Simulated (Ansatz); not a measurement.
Run report: Si₂H₆ClO₂F₃, molecular dynamics (part 1 of 3)

Si₂H₆ClO₂F₃, computed with RKS PBE0-D4/STO-3G (Ansatz 0.2.0).

Figures and captions count atoms from 1; the log counts them from 0 in places.

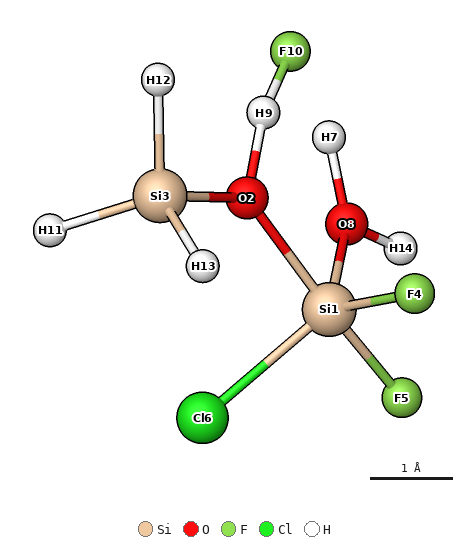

Figure 1. The input geometry (ball-and-stick view, seen at a tilt; atoms are numbered from 1 in the order of the input). Bond lengths as drawn: Cl–Si 2.07 Å, F–H 1.13 Å, F–Si 1.59 to 1.63 Å, H–O 0.96 to 1.21 Å, H–Si 1.48 Å and O–Si 1.68 to 1.80 Å.

### The input
```yaml
crystal:
  periodic: [false, false, false]
  atoms:
    - {symbol: Si, position_ang: [-0.252571, 0.581428, 1.117735]}
    - {symbol: O, position_ang: [-0.017794, -0.134536, -0.512208]}
    - {symbol: Si, position_ang: [-1.105964, -0.186191, -1.795594]}
    - {symbol: F, position_ang: [-0.052648, 2.055786, 0.554943]}
    - {symbol: F, position_ang: [-0.231531, 0.998595, 2.693378]}
    - {symbol: Cl, position_ang: [-2.182970, -0.149311, 1.202331]}
    - {symbol: H, position_ang: [1.858385, -0.657421, 0.671554]}
    - {symbol: O, position_ang: [1.227043, -0.318178, 1.488550]}
    - {symbol: H, position_ang: [1.100859, -0.546225, -0.715780]}
    - {symbol: F, position_ang: [2.155485, -0.913646, -0.545386]}
    - {symbol: H, position_ang: [-1.948860, -1.397520, -1.706478]}
    - {symbol: H, position_ang: [-0.244762, -0.256078, -3.000132]}
    - {symbol: H, position_ang: [-1.921704, 1.045466, -1.798046]}
    - {symbol: H, position_ang: [1.617031, -0.122169, 2.345432]}
basis:
  gaussian: {orbitals: STO-3G}
hamiltonian: {xc: pbe0, dispersion: d4}
md: {n_steps: 30, timestep: 0.75, temperature: 700, ensemble: nve, seed: 589, initial_velocities: maxwell_boltzmann}
```

Hardware: 4 CPU threads, shared host.

Launched with:
```bash
ansatz run in.yaml --threads 4 --pin off --events-out ev --progress --plain --max-ram 66560MiB --backend cpu
```

### Output
```
Functional definition: PBE0
  name "PBE0"
  cite "Adamo & Barone, J. Chem. Phys. 110, 6158 (1999) doi:10.1063/1.478522"
  cite "Perdew, Burke & Ernzerhof, Phys. Rev. Lett. 77, 3865 (1996) doi:10.1103/PhysRevLett.77.3865"
  parent pbe
  parameter a = 0.25
  parameter kappa = 0.804
  parameter beta = 0.06672455060314922
  exchange = (1 - a)*pbe_x(kappa = kappa, mu = beta*pi^2/3) + a*exact_x
  correlation = pbe_c(beta = beta)
820 factors; integrals over basis functions are off by at most 1.2e-5 eV
mean field evaluation 1: about -40104.0637 eV, gradient 3.6e1 eV
mean field evaluation 2: about -40106.1194 eV, gradient 2.9e1 eV
mean field evaluation 4: about -40108.8663 eV, gradient 8.8e-1 eV
mean field evaluation 8: about -40108.8926 eV, gradient 3.4e-2 eV
mean field -40108.89261158 eV, -1473.9746166916 hartree, gradient 8.6e-6 eV, S^2 0.000000; 0 other end points of the search recorded, 0 dependent functions left out
the calculation of the forces begins
reference -40108.89262940 eV, -1473.9746173467 hartree; 47, 47 occupied and 11, 11 virtual orbitals, 820 factors
md step     0: t =     0.00 fs  T =   700.0 K  F+E_penalty+E_count = -40109.24109963 eV  E_kin = 1.085784 eV  conserved = -40108.15531564 eV  (23 SCF iters)
these checks for a lower state are left out or cut short: starts, cluster_reference, orbital_swaps, neighbouring_geometries, increment
820 factors; integrals over basis functions are off by at most 1.2e-5 eV
mean field evaluation 16: about -40108.8733 eV, gradient 1.3e0 eV
mean field -40108.90867603 eV, -1473.9752070494 hartree, gradient 1.8e-5 eV, S^2 0.000000; 0 other end points of the search recorded, 0 dependent functions left out
the calculation of the forces begins
reference -40108.90869384 eV, -1473.9752077037 hartree; 47, 47 occupied and 11, 11 virtual orbitals, 820 factors
md step     1: t =     0.75 fs  T =   708.9 K  F+E_penalty+E_count = -40109.25686156 eV  E_kin = 1.099569 eV  conserved = -40108.15729229 eV  (25 SCF iters, 3 dispersion substeps)
[... from here on the SCF iterations and repeated set-up lines of each step are left out, up to the last step ...]
md step     2: t =     1.50 fs  T =   734.7 K  F+E_penalty+E_count = -40109.30031221 eV  E_kin = 1.139547 eV  conserved = -40108.16076564 eV  (26 SCF iters, 3 dispersion substeps)
md step     3: t =     2.25 fs  T =   747.6 K  F+E_penalty+E_count = -40109.32156484 eV  E_kin = 1.159655 eV  conserved = -40108.16190945 eV  (26 SCF iters, 3 dispersion substeps)
md step     4: t =     3.00 fs  T =   736.1 K  F+E_penalty+E_count = -40109.30230394 eV  E_kin = 1.141796 eV  conserved = -40108.16050786 eV  (26 SCF iters, 3 dispersion substeps)
md step     5: t =     3.75 fs  T =   711.0 K  F+E_penalty+E_count = -40109.26161938 eV  E_kin = 1.102902 eV  conserved = -40108.15871733 eV  (26 SCF iters, 3 dispersion substeps)
md step     6: t =     4.50 fs  T =   688.5 K  F+E_penalty+E_count = -40109.22623751 eV  E_kin = 1.067876 eV  conserved = -40108.15836187 eV  (27 SCF iters, 3 dispersion substeps)
md step     7: t =     5.25 fs  T =   673.8 K  F+E_penalty+E_count = -40109.20440196 eV  E_kin = 1.045180 eV  conserved = -40108.15922196 eV  (27 SCF iters, 3 dispersion substeps)
md step     8: t =     6.00 fs  T =   662.7 K  F+E_penalty+E_count = -40109.18765408 eV  E_kin = 1.027921 eV  conserved = -40108.15973319 eV  (26 SCF iters, 3 dispersion substeps)
md step     9: t =     6.75 fs  T =   651.7 K  F+E_penalty+E_count = -40109.17047100 eV  E_kin = 1.010895 eV  conserved = -40108.15957550 eV  (26 SCF iters, 3 dispersion substeps)
md step    10: t =     7.50 fs  T =   641.1 K  F+E_penalty+E_count = -40109.15442287 eV  E_kin = 0.994427 eV  conserved = -40108.15999625 eV  (27 SCF iters, 3 dispersion substeps)
md step    11: t =     8.25 fs  T =   627.3 K  F+E_penalty+E_count = -40109.13393222 eV  E_kin = 0.973065 eV  conserved = -40108.16086682 eV  (26 SCF iters, 3 dispersion substeps)
md step    12: t =     9.00 fs  T =   605.5 K  F+E_penalty+E_count = -40109.09940089 eV  E_kin = 0.939148 eV  conserved = -40108.16025241 eV  (26 SCF iters, 3 dispersion substeps)
md step    13: t =     9.75 fs  T =   583.4 K  F+E_penalty+E_count = -40109.06265113 eV  E_kin = 0.904998 eV  conserved = -40108.15765337 eV  (26 SCF iters, 3 dispersion substeps)
md step    14: t =    10.50 fs  T =   582.9 K  F+E_penalty+E_count = -40109.06046248 eV  E_kin = 0.904167 eV  conserved = -40108.15629581 eV  (27 SCF iters, 3 dispersion substeps)
md step    15: t =    11.25 fs  T =   614.6 K  F+E_penalty+E_count = -40109.11123576 eV  E_kin = 0.953320 eV  conserved = -40108.15791558 eV  (27 SCF iters, 3 dispersion substeps)
md step    16: t =    12.00 fs  T =   664.3 K  F+E_penalty+E_count = -40109.19062835 eV  E_kin = 1.030350 eV  conserved = -40108.16027864 eV  (27 SCF iters, 3 dispersion substeps)
md step    17: t =    12.75 fs  T =   707.5 K  F+E_penalty+E_count = -40109.25932188 eV  E_kin = 1.097416 eV  conserved = -40108.16190635 eV  (25 SCF iters, 3 dispersion substeps)
md step    18: t =    13.50 fs  T =   725.0 K  F+E_penalty+E_count = -40109.28734028 eV  E_kin = 1.124552 eV  conserved = -40108.16278803 eV  (25 SCF iters, 3 dispersion substeps)
md step    19: t =    14.25 fs  T =   707.1 K  F+E_penalty+E_count = -40109.25923706 eV  E_kin = 1.096846 eV  conserved = -40108.16239094 eV  (27 SCF iters, 3 dispersion substeps)
md step    20: t =    15.00 fs  T =   659.5 K  F+E_penalty+E_count = -40109.18284304 eV  E_kin = 1.023002 eV  conserved = -40108.15984068 eV  (27 SCF iters, 3 dispersion substeps)
md step    21: t =    15.75 fs  T =   608.4 K  F+E_penalty+E_count = -40109.09958389 eV  E_kin = 0.943706 eV  conserved = -40108.15587757 eV  (28 SCF iters, 3 dispersion substeps)
md step    22: t =    16.50 fs  T =   590.4 K  F+E_penalty+E_count = -40109.06976171 eV  E_kin = 0.915795 eV  conserved = -40108.15396702 eV  (27 SCF iters, 3 dispersion substeps)
md step    23: t =    17.25 fs  T =   620.8 K  F+E_penalty+E_count = -40109.12020235 eV  E_kin = 0.963002 eV  conserved = -40108.15719998 eV  (27 SCF iters, 3 dispersion substeps)
md step    24: t =    18.00 fs  T =   669.8 K  F+E_penalty+E_count = -40109.20193600 eV  E_kin = 1.038960 eV  conserved = -40108.16297596 eV  (27 SCF iters, 3 dispersion substeps)
md step    25: t =    18.75 fs  T =   685.1 K  F+E_penalty+E_count = -40109.22831297 eV  E_kin = 1.062683 eV  conserved = -40108.16562950 eV  (27 SCF iters, 3 dispersion substeps)
md step    26: t =    19.50 fs  T =   640.6 K  F+E_penalty+E_count = -40109.15703120 eV  E_kin = 0.993583 eV  conserved = -40108.16344852 eV  (26 SCF iters, 3 dispersion substeps)
md step    27: t =    20.25 fs  T =   554.6 K  F+E_penalty+E_count = -40109.01916895 eV  E_kin = 0.860307 eV  conserved = -40108.15886210 eV  (28 SCF iters, 3 dispersion substeps)
md step    28: t =    21.00 fs  T =   470.1 K  F+E_penalty+E_count = -40108.88448770 eV  E_kin = 0.729225 eV  conserved = -40108.15526295 eV  (28 SCF iters, 3 dispersion substeps)
md step    29: t =    21.75 fs  T =   420.9 K  F+E_penalty+E_count = -40108.80800638 eV  E_kin = 0.652896 eV  conserved = -40108.15511013 eV  (27 SCF iters, 3 dispersion substeps)
these checks for a lower state are left out or cut short: starts, cluster_reference, orbital_swaps, neighbouring_geometries, increment
820 factors; integrals over basis functions are off by at most 1.8e-5 eV
mean field -40108.45465191 eV, -1473.9585219708 hartree, gradient 1.1e-5 eV, S^2 0.000000; 0 other end points of the search recorded, 0 dependent functions left out
the calculation of the forces begins
reference -40108.45466980 eV, -1473.9585226281 hartree; 47, 47 occupied and 11, 11 virtual orbitals, 820 factors
820 factors; integrals over basis functions are off by at most 1.8e-5 eV
mean field evaluation 256: about -40108.4547 eV, gradient 3.7e-4 eV
mean field -40108.45465191 eV, -1473.9585219708 hartree, gradient 1.1e-5 eV, S^2 0.000000; 1 other end points of the search recorded, 0 dependent functions left out
the calculation of the forces begins
reference -40108.45466980 eV, -1473.9585226281 hartree; 47, 47 occupied and 11, 11 virtual orbitals, 820 factors
md step    30: t =    22.50 fs  T =   408.5 K  F+E_penalty+E_count = -40108.79199494 eV  E_kin = 0.633621 eV  conserved = -40108.15837405 eV  (26 SCF iters, 3 dispersion substeps)
```

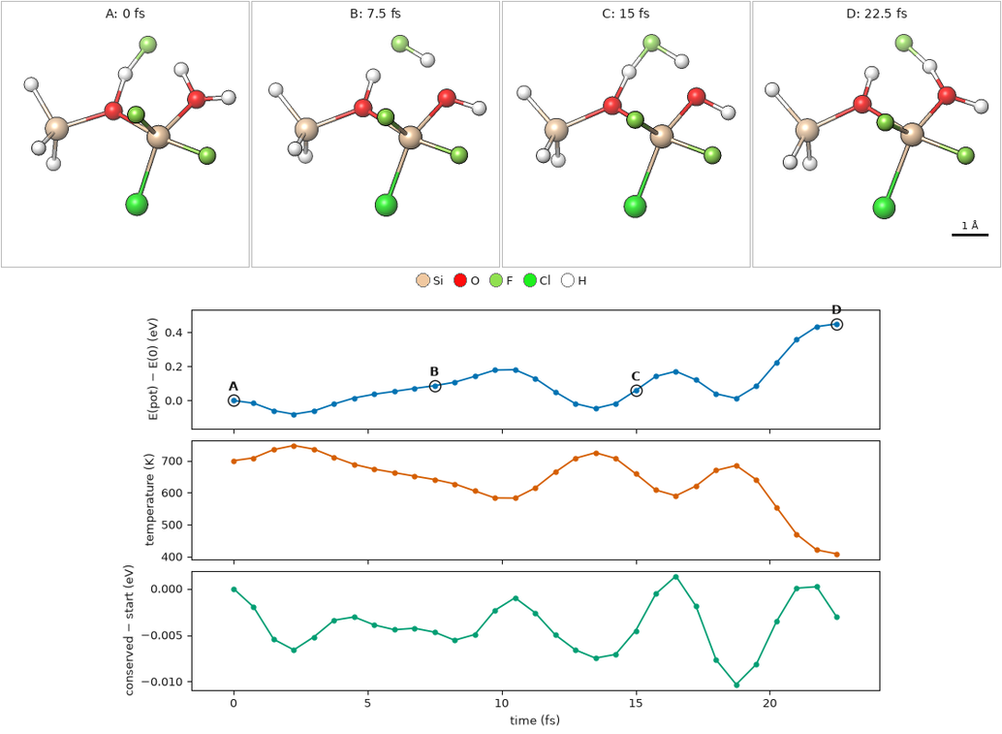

Figure 2. Frames of the molecular dynamics (ball-and-stick, seen at a tilt) above the curves, on which the letters mark them. The trajectory kept here has 31 frames over 22.5 fs. The temperature starts at 700 K, ranges from 408 to 748 K and averages 609 K over the second half. The potential energy ends 0.449 eV above its first value. The conserved quantity stays within 0.012 eV. After an unweighted best fit of the last frame on the first, the root-mean-square displacement is 0.25 Å, and H14 has moved furthest (0.42 Å).

```
Total energy: -40108.79201282 eV, -1473.9709197556 hartree
Atom 0 at    -0.154592     0.594935     1.143067 Å, force    -1.269219     0.445760     1.876138 eV/Å
Atom 1 at     0.122582    -0.034468    -0.642015 Å, force    -1.986196     0.573901     0.369286 eV/Å
Atom 2 at    -1.153677    -0.268641    -1.814009 Å, force    -0.303163     0.825824    -0.598811 eV/Å
Atom 3 at    -0.272515     2.128321     0.591844 Å, force     0.487497    -0.224696     0.003789 eV/Å
Atom 4 at    -0.122327     0.916244     2.851814 Å, force    -0.271827    -0.405595    -2.302701 eV/Å
Atom 5 at    -2.310395    -0.070606     1.152178 Å, force     1.439268    -0.081340    -0.195495 eV/Å
Atom 6 at     1.928255    -0.818033     0.517189 Å, force     0.830779    -0.162300    -0.549457 eV/Å
Atom 7 at     1.322585    -0.272960     1.415756 Å, force     0.018413    -0.449561     1.561634 eV/Å
Atom 8 at     1.067279    -0.505571    -0.850878 Å, force     2.061528    -0.887057     0.756731 eV/Å
Atom 9 at     2.266462    -1.030450    -0.476719 Å, force    -1.814528     0.413753    -0.946355 eV/Å
Atom 10 at    -1.875735    -1.522291    -1.592135 Å, force     0.892832    -0.061496    -0.429769 eV/Å
Atom 11 at    -0.524466     0.025488    -3.156895 Å, force    -0.446268    -0.857666     1.327783 eV/Å
Atom 12 at    -2.256275     0.679722    -1.699917 Å, force     0.718957     0.193370     0.179963 eV/Å
Atom 13 at     1.452316    -0.559833     2.390157 Å, force    -0.358072     0.677102    -1.052736 eV/Å
Dipole moment:     0.721292    -0.329080    -0.364948 e Å
```

### Trajectory as extended XYZ (Å, eV, eV/Å), 31 frames, from step=0 to step=30
```
14
Properties=species:S:1:pos:R:3:forces:R:3 step=0 time_fs=0.0 energy=-40109.24110 temperature=700.0
Si   -0.2526    0.5814    1.1177    1.0952  -0.3693  -0.1702
O    -0.0178   -0.1345   -0.5122    0.7163  -0.0972   0.4420
Si   -1.1060   -0.1862   -1.7956   -0.6441  -0.0223  -0.7692
F    -0.0526    2.0558    0.5549    0.2111   1.4518  -0.7146
F    -0.2315    0.9986    2.6934    0.1316   0.2210   1.0008
Cl   -2.1830   -0.1493    1.2023   -2.0060  -0.8371  -0.1064
H     1.8584   -0.6574    0.6716    1.4377  -0.8460  -2.5512
O     1.2270   -0.3182    1.4886   -1.2240  -0.4864  -1.3625
H     1.1009   -0.5462   -0.7158    0.3081  -0.2420  -0.1567
F     2.1555   -0.9136   -0.5454   -1.1493   0.7200   1.9756
H    -1.9489   -1.3975   -1.7065    0.4186   0.6770  -0.1565
H    -0.2448   -0.2561   -3.0001   -0.5941   0.0483   0.6725
H    -1.9217    1.0455   -1.7980    0.3967  -0.6981  -0.0820
H     1.6170   -0.1222    2.3454    0.9020   0.4803   1.9782
14
Properties=species:S:1:pos:R:3:forces:R:3 step=1 time_fs=0.8 energy=-40109.25686 temperature=708.9
Si   -0.2538    0.5802    1.1230    1.2199  -0.3040  -0.6556
O    -0.0131   -0.1303   -0.5177    0.7402  -0.1300   0.4898
Si   -1.1087   -0.1885   -1.7976   -0.6874   0.0095  -0.2234
F    -0.0603    2.0583    0.5567    0.1855   1.3105  -0.6377
F    -0.2275    0.9952    2.6935    0.1412   0.2341   1.2077
Cl   -2.1845   -0.1451    1.2011   -2.0224  -0.8589  -0.0997
H     1.8573   -0.6513    0.6710    1.6460  -0.9542  -2.6227
O     1.2308   -0.3157    1.4860   -1.2371  -0.1788  -0.6811
H     1.1061   -0.5517   -0.7225    0.2851  -0.2063  -0.1003
F     2.1616   -0.9186   -0.5449   -1.2434   0.7671   1.9805
H    -1.9179   -1.4144   -1.7165    0.2090   0.6113  -0.0886
H    -0.2775   -0.2703   -2.9919   -0.2162   0.1119   0.2004
H    -1.9120    1.0474   -1.7761    0.2801  -0.6934  -0.1557
H     1.5888   -0.1386    2.3714    0.6996   0.2813   1.3864
14
Properties=species:S:1:pos:R:3:forces:R:3 step=2 time_fs=1.5 energy=-40109.30031 temperature=734.7
Si   -0.2548    0.5788    1.1280    1.3965  -0.2337  -1.0556
O    -0.0081   -0.1261   -0.5230    0.8429  -0.2069   0.4773
Si   -1.1115   -0.1909   -1.7997   -0.6962   0.0405   0.3997
F    -0.0679    2.0612    0.5582    0.1543   1.1576  -0.5647
F    -0.2235    0.9918    2.6939    0.1310   0.2594   1.4115
Cl   -2.1864   -0.1409    1.1998   -2.0280  -0.8768  -0.1020
H     1.8651   -0.6503    0.6563    1.5633  -0.9093  -2.3055
O     1.2342   -0.3133    1.4833   -0.8206   0.0319   0.2175
H     1.1129   -0.5584   -0.7298    0.0621  -0.0956  -0.0471
F     2.1673   -0.9233   -0.5439   -1.2110   0.7590   1.9304
H    -1.8859   -1.4281   -1.7270   -0.0325   0.4766  -0.0114
H    -0.3114   -0.2839   -2.9826    0.2084   0.1666  -0.3594
H    -1.9008    1.0457   -1.7551    0.1198  -0.6119  -0.2224
H     1.5643   -0.1535    2.4049    0.3101   0.0425   0.2316
```
